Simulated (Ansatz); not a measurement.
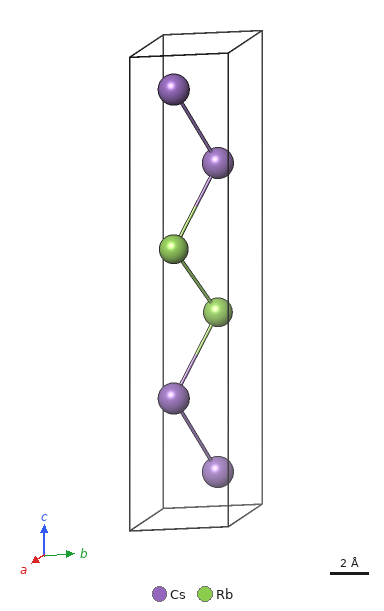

Ball-and-stick representation of a periodic structure, projected slightly off an axis. Thin lines show the simulation cell, with boundary atoms drawn in all their periodic places.

Input used:
```yaml
crystal:
  lattice:
    - [5.3358547296, 3.4e-09, 0.0]
    - [-2.6679273677, 4.6209857451, 0.0]
    - [0.0, 0.0, 25.9422688676]
  atoms:
    - { symbol: Cs, position: [0.3333333333, 0.6666666667, 0.7391761193] }
    - { symbol: Cs, position: [0.3333333333, 0.6666666667, 0.0868768864] }
    - { symbol: Cs, position: [0.6666666667, 0.3333333333, 0.9131231136] }
    - { symbol: Cs, position: [0.6666666667, 0.3333333333, 0.2608238807] }
    - { symbol: Rb, position: [0.3333333333, 0.6666666667, 0.423988261] }
    - { symbol: Rb, position: [0.6666666667, 0.3333333333, 0.576011739] }
basis:
  ecutwfc: 420
kpoints:
  mp_grid: { grid: [12, 12, 2] }
  band_path:
    path:
      - [[0.0, 0.0, 0.0], [0.5, 0.0, 0.0], [0.33333333, 0.33333333, 0.0], [0.0, 0.0, 0.0], [0.0, 0.0, 0.5], [0.5, 0.0, 0.5], [0.33333333, 0.33333333, 0.5], [0.0, 0.0, 0.5]]
      - [[0.5, 0.0, 0.5], [0.5, 0.0, 0.0]]
      - [[0.33333333, 0.33333333, 0.5], [0.33333333, 0.33333333, 0.0]]
    npoints: 14
hamiltonian:
  xc: pbesol
scf:
  occupations: { method: gaussian, width: 0.1 }
  n_extra_bands: 15
output:
  forces: true
  stress: true
  eigenvalues: true
  populations: true
  dos: { projected: true, de: 0.02, nscf_kmesh: { grid: [15, 15, 3] } }
  bader: true
  write_density: true
  write_potential: true
  elf: true
  volumetric_format: npy
```
Run as:
```sh
ansatz run input.yaml --threads 1 --pin off --max-ram 2560MiB --backend cpu --events-out ev --progress --plain --runs-dir out
```

Run with Ansatz, DFT PBEsol, scalar-relativistic, plane waves, PAW and these settings: a 420 eV plane-wave basis, 12×12×2 k-mesh, Gaussian smearing of 0.1 eV, no spin polarisation.

Q: What does a Bader analysis give?

A: Cs -0.01 to +0.03 e; Rb -0.02 e. Little charge moves, as in a metallic or covalent solid.

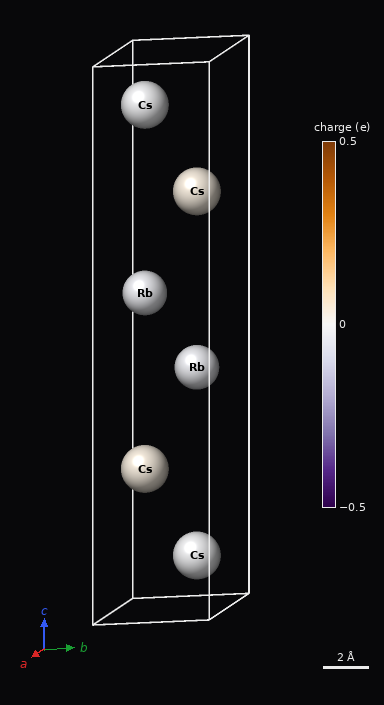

The atoms coloured by those charges.

It goes back to a structure type filled with these elements by a generator (whether the compound takes this form wasn't checked). Earlier steps of the study may have refined or changed the cell and positions. A calculation with Ansatz used it as input.
